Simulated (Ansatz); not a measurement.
Geometry relaxation of Si3N2H10OF (part 1 of 2)

- system: Si3N2H10OF, multiplicity 2
- method: UKS PBE0-D4/def2-SVP (Ansatz 0.2.0)

The input holds or restrains some coordinates. Figures and captions count atoms from 1; the log counts them from 0 in places.

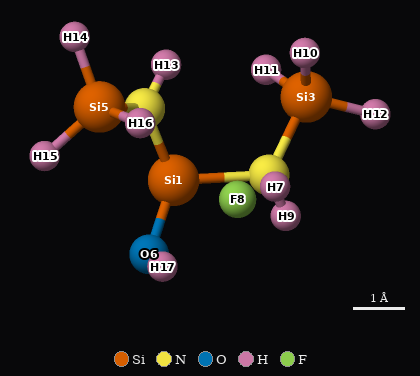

Figure 1. The input geometry (ball-and-stick view, seen at a tilt; atoms are numbered from 1 in the order of the input).

Input
```yaml
crystal:
  periodic: [false, false, false]
  atoms:
    - {symbol: Si, position_ang: [-1.017000, -0.630600, -0.117300]}
    - {symbol: N, position_ang: [0.226000, -0.693200, -1.551200]}
    - {symbol: Si, position_ang: [0.665700, 0.802400, -2.391400]}
    - {symbol: N, position_ang: [-0.726500, 0.756400, 0.849000]}
    - {symbol: Si, position_ang: [-0.387400, 0.740300, 2.558300]}
    - {symbol: O, position_ang: [-1.262800, -2.073000, 0.545200]}
    - {symbol: H, position_ang: [0.991500, -1.027000, -0.840500]}
    - {symbol: F, position_ang: [1.204000, -1.313000, 0.540000]}
    - {symbol: H, position_ang: [0.017300, -1.477500, -2.160200]}
    - {symbol: H, position_ang: [1.535600, 1.559600, -1.502600]}
    - {symbol: H, position_ang: [-0.579900, 1.512600, -2.680400]}
    - {symbol: H, position_ang: [1.350800, 0.368200, -3.608000]}
    - {symbol: H, position_ang: [-0.496200, 1.597700, 0.347700]}
    - {symbol: H, position_ang: [-0.518300, 2.152500, 2.936700]}
    - {symbol: H, position_ang: [-1.438200, -0.094900, 3.141600]}
    - {symbol: H, position_ang: [0.941800, 0.239300, 2.895400]}
    - {symbol: H, position_ang: [-0.506200, -2.419700, 1.037700]}
basis:
  gaussian: {orbitals: def2-SVP}
magnetization: {spin_polarized: true, initial_magnetization: 1}
hamiltonian: {xc: pbe0, dispersion: d4}
relax: {f_tol: 0.04, max_steps: 150, escape_saddle: false, constraints: [{distance: [0, 7]}, {distance: [1, 6]}, {distance: [0, 1]}, {distance: [6, 7]}]}
```

Launched with:
```bash
ansatz run in.yaml --threads 4 --pin off --events-out ev --progress --plain --max-ram 66560MiB --backend cuda --devices 0, --max-vram 37GiB
```

What the program printed
```
Functional definition: PBE0
  name "PBE0"
  cite "Adamo & Barone, J. Chem. Phys. 110, 6158 (1999) doi:10.1063/1.478522"
  cite "Perdew, Burke & Ernzerhof, Phys. Rev. Lett. 77, 3865 (1996) doi:10.1103/PhysRevLett.77.3865"
  parent pbe
  parameter a = 0.25
  parameter kappa = 0.804
  parameter beta = 0.06672455060314922
  exchange = (1 - a)*pbe_x(kappa = kappa, mu = beta*pi^2/3) + a*exact_x
  correlation = pbe_c(beta = beta)
1661 factors; integrals over basis functions are off by at most 5.8e-4 eV
mean field evaluation 1: about -31497.3695 eV, gradient 5.7e1 eV
mean field evaluation 2: about -31484.5545 eV, gradient 7.9e1 eV
mean field evaluation 4: about -31509.2126 eV, gradient 4.5e0 eV
mean field evaluation 8: about -31509.3140 eV, gradient 2.9e-1 eV
mean field evaluation 16: about -31509.3144 eV, gradient 1.1e-4 eV
mean field -31509.31435520 eV, -1157.9459447733 hartree, gradient 4.3e-5 eV, S^2 0.751513; 0 other end points of the search recorded, 0 dependent functions left out
the calculation of the forces begins
reference -31509.31439057 eV, -1157.9459460732 hartree; 42, 41 occupied and 118, 119 virtual orbitals, 1661 factors
relax step   1: F+E_penalty+E_count = -31509.75433103 eV  Δ(F+E_penalty+E_count) = +0.000e0 eV  max|allowed force component| = 1.119e0 eV/Å  Δτ_max = 0.0000 Å  (31 SCF iters, accepted)
  distance Si 0 - F 7 held at 2.414654 Å   reaction = -7.6787e-2 eV/Å
  distance N 1 - H 6 held at 1.096589 Å   reaction = -2.1675e-1 eV/Å
  distance Si 0 - N 1 held at 1.898693 Å   reaction = +4.3781e-1 eV/Å
  distance H 6 - F 7 held at 1.425739 Å   reaction = +9.5816e-1 eV/Å
these checks for a lower state are left out or cut short: starts, cluster_reference, orbital_swaps, neighbouring_geometries, increment
1661 factors; integrals over basis functions are off by at most 6.1e-4 eV
mean field -31509.52622075 eV, -1157.9537306886 hartree, gradient 2.2e-5 eV, S^2 0.751529; 0 other end points of the search recorded, 0 dependent functions left out
[... from here on the field's lines of each further geometry are left out, up to the last ...]
relax step   2: F+E_penalty+E_count = -31509.96555762 eV  Δ(F+E_penalty+E_count) = -2.112e-1 eV  max|allowed force component| = 8.286e-1 eV/Å  Δτ_max = 0.1823 Å  (31 SCF iters, accepted)
relax step   3: F+E_penalty+E_count = -31510.05350043 eV  Δ(F+E_penalty+E_count) = -8.794e-2 eV  max|allowed force component| = 8.778e-1 eV/Å  Δτ_max = 0.1941 Å  (31 SCF iters, accepted)
relax step   4: F+E_penalty+E_count = -31510.13493175 eV  Δ(F+E_penalty+E_count) = -8.143e-2 eV  max|allowed force component| = 1.374e0 eV/Å  Δτ_max = 0.1936 Å  (31 SCF iters, accepted)
relax step   5: F+E_penalty+E_count = -31510.22515301 eV  Δ(F+E_penalty+E_count) = -9.022e-2 eV  max|allowed force component| = 1.275e0 eV/Å  Δτ_max = 0.1931 Å  (31 SCF iters, accepted)
relax step   6: F+E_penalty+E_count = -31510.31659856 eV  Δ(F+E_penalty+E_count) = -9.145e-2 eV  max|allowed force component| = 8.719e-1 eV/Å  Δτ_max = 0.1950 Å  (33 SCF iters, accepted)
relax step   7: F+E_penalty+E_count = -31510.39803003 eV  Δ(F+E_penalty+E_count) = -8.143e-2 eV  max|allowed force component| = 4.771e-1 eV/Å  Δτ_max = 0.1742 Å  (32 SCF iters, accepted)
relax step   8: F+E_penalty+E_count = -31510.46685700 eV  Δ(F+E_penalty+E_count) = -6.883e-2 eV  max|allowed force component| = 2.263e-1 eV/Å  Δτ_max = 0.1946 Å  (31 SCF iters, accepted)
relax step   9: F+E_penalty+E_count = -31510.50833338 eV  Δ(F+E_penalty+E_count) = -4.148e-2 eV  max|allowed force component| = 2.234e-1 eV/Å  Δτ_max = 0.1972 Å  (32 SCF iters, accepted)
relax step  10: F+E_penalty+E_count = -31510.53311995 eV  Δ(F+E_penalty+E_count) = -2.479e-2 eV  max|allowed force component| = 3.192e-1 eV/Å  Δτ_max = 0.2000 Å  (32 SCF iters, accepted)
relax step  11: F+E_penalty+E_count = -31510.54546117 eV  Δ(F+E_penalty+E_count) = -1.234e-2 eV  max|allowed force component| = 1.318e-1 eV/Å  Δτ_max = 0.0855 Å  (32 SCF iters, accepted)
relax step  12: F+E_penalty+E_count = -31510.55071131 eV  Δ(F+E_penalty+E_count) = -5.250e-3 eV  max|allowed force component| = 1.907e-1 eV/Å  Δτ_max = 0.0729 Å  (30 SCF iters, accepted)
relax step  13: F+E_penalty+E_count = -31510.55360353 eV  Δ(F+E_penalty+E_count) = -2.892e-3 eV  max|allowed force component| = 5.165e-2 eV/Å  Δτ_max = 0.0375 Å  (32 SCF iters, accepted)
the calculation of the forces begins
reference -31510.08537150 eV, -1157.9742790995 hartree; 42, 41 occupied and 118, 119 virtual orbitals, 1661 factors
relax step  14: F+E_penalty+E_count = -31510.55404341 eV  Δ(F+E_penalty+E_count) = -4.399e-4 eV  max|allowed force component| = 2.471e-2 eV/Å  Δτ_max = 0.0153 Å  (26 SCF iters, accepted)
  distance Si 0 - F 7 held at 2.414654 Å   reaction = +1.0123e-2 eV/Å
  distance N 1 - H 6 held at 1.096589 Å   reaction = -2.3240e-1 eV/Å
  distance Si 0 - N 1 held at 1.898693 Å   reaction = +9.0403e-2 eV/Å
  distance H 6 - F 7 held at 1.425739 Å   reaction = -3.4212e-2 eV/Å
1661 factors; integrals over basis functions are off by at most 9.1e-4 eV
mean field evaluation 128: about -31510.0853 eV, gradient 9.6e-5 eV
```

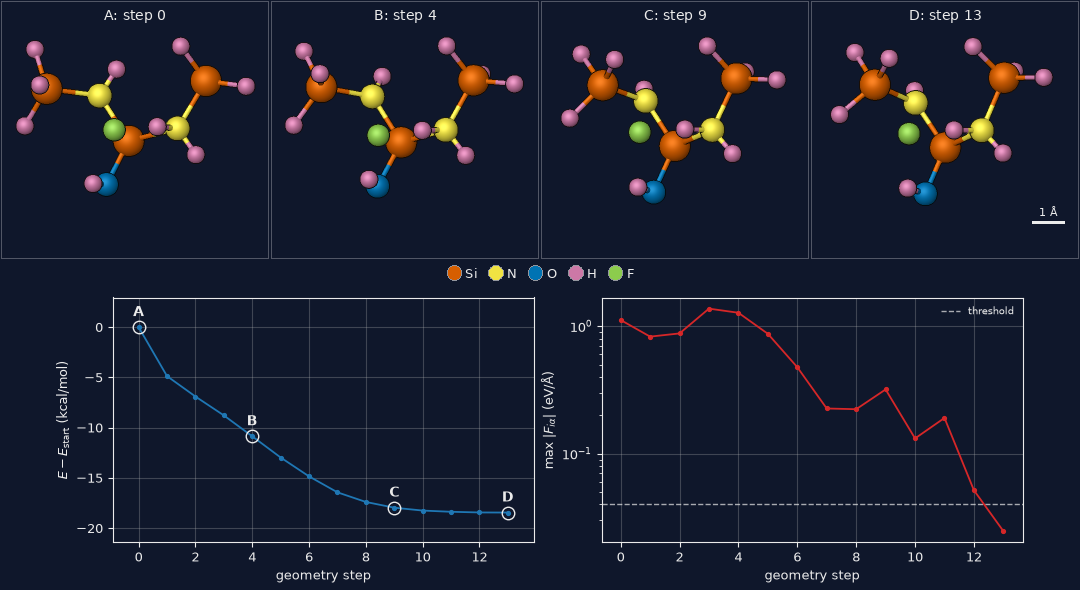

Figure 2. Frames of the restrained relaxation (ball-and-stick view, seen at a tilt) above the curves, on which the letters mark them (the first geometry is step 0 here and step 1 in the log).

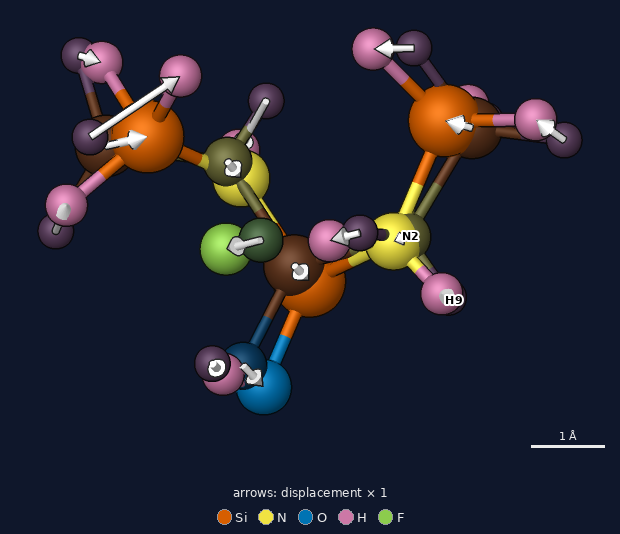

Figure 3. Start (faint) and end (solid) with the displacements as white arrows, at true length (ball-and-stick view, seen at a tilt). The two geometries are laid on each other by the best rigid fit. The energy falls by 18.4 kcal/mol in 13 geometry steps. Largest force component: 1.1 eV/Å at the start, 0.025 eV/Å at the end. The largest move after the best rigid fit is that of H16, 1.50 Å. Largest moves by element: H 1.50 Å, F 0.74 Å, Si 0.70 Å, O 0.50 Å, N 0.41 Å. Among the contacts that change: Si5–H14 1.468 → 1.515 Å, N4–Si5 1.743 → 1.790 Å, N2–Si3 1.771 → 1.813 Å, Si1–O6 1.606 → 1.648 Å. Among the angles that change: N4–Si5–H15 104.9° → 117.2°, H14–Si5–H15 112.5° → 103.4°, Si1–O6–H17 114.3° → 105.8°. (Atoms are counted from 1 in the order of the input.)

```
mean field -31510.08533619 eV, -1157.9742778020 hartree, gradient 2.0e-5 eV, S^2 0.751249; 1 other end points of the search recorded, 0 dependent functions left out
the calculation of the forces begins
reference -31510.08537150 eV, -1157.9742790995 hartree; 42, 41 occupied and 118, 119 virtual orbitals, 1661 factors
Total energy: -31510.55407872 eV, -1157.9915037723 hartree
Atom 0 at    -1.358654    -0.668591    -0.365228 Å, force     0.087609     0.003367    -0.033153 eV/Å
Atom 1 at     0.246155    -0.782227    -1.373550 Å, force    -0.183231     0.074920    -0.144080 eV/Å
Atom 2 at     0.860289     0.806934    -1.993105 Å, force     0.008038     0.000169    -0.001779 eV/Å
Atom 3 at    -1.053466     0.691601     0.627243 Å, force    -0.007816     0.003274     0.003430 eV/Å
Atom 4 at     0.062164     0.693609     2.026469 Å, force     0.006316     0.004758    -0.006344 eV/Å
Atom 5 at    -1.661683    -2.183389     0.208385 Å, force    -0.009603    -0.024711     0.000161 eV/Å
Atom 6 at     0.749578    -1.077462    -0.445159 Å, force     0.110190    -0.062230     0.164675 eV/Å
Atom 7 at     0.581819    -1.214715     0.964008 Å, force    -0.008262    -0.004099     0.030489 eV/Å
Atom 8 at     0.256639    -1.546149    -2.051535 Å, force     0.000704     0.003038     0.004401 eV/Å
Atom 9 at     1.653326     1.445723    -0.916999 Å, force    -0.007970     0.001214    -0.002170 eV/Å
Atom 10 at    -0.301475     1.632917    -2.416201 Å, force    -0.000656    -0.005095    -0.002712 eV/Å
Atom 11 at     1.710980     0.481223    -3.172635 Å, force     0.000179     0.000973     0.002962 eV/Å
Atom 12 at    -1.727250     1.451641     0.608148 Å, force     0.007914    -0.008321    -0.001216 eV/Å
Atom 13 at    -0.380197     2.006793     2.640105 Å, force    -0.000513     0.000775     0.000450 eV/Å
Atom 14 at    -0.198625    -0.298101     3.106198 Å, force     0.002910    -0.000330    -0.007389 eV/Å
Atom 15 at     1.500377     0.939074     1.716462 Å, force    -0.004128    -0.005266     0.001800 eV/Å
Atom 16 at    -0.939776    -2.378781     0.837394 Å, force    -0.001681     0.017563    -0.009525 eV/Å
Dipole moment:     0.105802     0.110162    -1.031315 e Å
```

Trajectory as extended XYZ (Å, eV, eV/Å), 13 of the 14 frames kept, from step=1 to step=14
```
17
Properties=species:S:1:pos:R:3:forces:R:3 step=1 energy=-31509.75433
Si   -1.0170   -0.6306   -0.1173    0.2462   0.9055  -0.6563
N     0.2260   -0.6932   -1.5512   -0.1252  -0.1119   0.1779
Si    0.6657    0.8024   -2.3914   -0.0509  -0.2484  -0.1778
N    -0.7265    0.7564    0.8490   -0.0078  -0.4223  -0.3084
Si   -0.3874    0.7403    2.5583   -0.0051   0.0914  -0.5607
O    -1.2628   -2.0730    0.5452   -0.6236  -1.1186   0.6190
H     0.9915   -1.0270   -0.8405    0.4717  -0.3613   1.2435
F     1.2040   -1.3130    0.5400   -0.5136   0.0930  -0.6310
H     0.0173   -1.4775   -2.1602   -0.2112  -0.1737  -0.2708
H     1.5356    1.5596   -1.5026    0.3251   0.3479   0.3336
H    -0.5799    1.5126   -2.6804   -0.3816   0.3780  -0.1576
H     1.3508    0.3682   -3.6080    0.2667   0.0391  -0.4871
H    -0.4962    1.5977    0.3477   -0.0627   0.4776  -0.1480
H    -0.5183    2.1525    2.9367   -0.0461   0.4415   0.3953
H    -1.4382   -0.0949    3.1416   -0.2817  -0.3028   0.4459
H     0.9418    0.2393    2.8954    0.4929  -0.1768   0.2725
H    -0.5062   -2.4197    1.0377    0.5068   0.1417  -0.0901
17
Properties=species:S:1:pos:R:3:forces:R:3 step=2 energy=-31509.96556
Si   -1.0762   -0.6369   -0.1405    0.2302   0.3250  -0.0468
N     0.2122   -0.7106   -1.5333   -0.2328  -0.0535  -0.3472
Si    0.7011    0.7794   -2.3892    0.0086   0.1364  -0.0850
N    -0.7675    0.7569    0.8146    0.1583   0.3429  -0.3546
Si   -0.3551    0.7553    2.5199   -0.0838  -0.1115   0.0392
O    -1.2531   -2.0867    0.5663   -0.4516  -0.8286   0.3510
H     0.9356   -1.0623   -0.7879    0.5193  -0.3354   1.1685
F     1.1094   -1.3504    0.5976   -0.1502   0.0664  -0.6403
H    -0.0136   -1.4908   -2.1519   -0.0619  -0.0084  -0.1059
H     1.5713    1.5564   -1.4830    0.0908   0.0437   0.1058
H    -0.5244    1.5539   -2.7086   -0.0947   0.0551  -0.0382
H     1.4139    0.3984   -3.6322    0.0443  -0.0479  -0.0725
H    -0.6691    1.6412    0.3098   -0.2124  -0.1998   0.2452
H    -0.5121    2.1601    2.9948   -0.0137   0.0862   0.0060
H    -1.3568   -0.1073    3.2052    0.0010  -0.0546   0.0773
H     0.9997    0.2736    2.8746    0.1602   0.0196  -0.0393
H    -0.4152   -2.4300    0.9440    0.0885   0.5645  -0.2630
17
Properties=species:S:1:pos:R:3:forces:R:3 step=3 energy=-31510.05350
Si   -1.0978   -0.6329   -0.1611    0.1053   0.1019   0.1410
N     0.2216   -0.7245   -1.5235   -0.3015  -0.0091  -0.5323
Si    0.7300    0.7753   -2.3729    0.0272   0.1719  -0.0026
N    -0.7878    0.7603    0.7978    0.0780   0.8778  -0.5657
Si   -0.3266    0.7476    2.4973    0.0122  -0.0521   0.1907
O    -1.2761   -2.0871    0.5612   -0.3873  -0.4778   0.1255
H     0.9186   -1.0901   -0.7599    0.4805  -0.3167   1.0171
F     1.0563   -1.3865    0.6278   -0.0162   0.0964  -0.5279
H    -0.0171   -1.4933   -2.1577    0.0350   0.0798   0.0143
H     1.6054    1.5436   -1.4466   -0.0414  -0.0639  -0.0448
H    -0.4953    1.5642   -2.7105    0.0700  -0.0665   0.0345
H     1.4505    0.3945   -3.6225   -0.0337  -0.0219   0.0833
H    -0.8580    1.6833    0.3250   -0.0955  -0.8641   0.5620
H    -0.5141    2.1533    2.9926   -0.0177  -0.0820  -0.0728
H    -1.2788   -0.1486    3.2352    0.1558   0.0566  -0.0786
H     1.0724    0.3261    2.8082   -0.0892   0.0654  -0.1153
H    -0.4030   -2.3851    0.9095    0.0185   0.5045  -0.2284
```
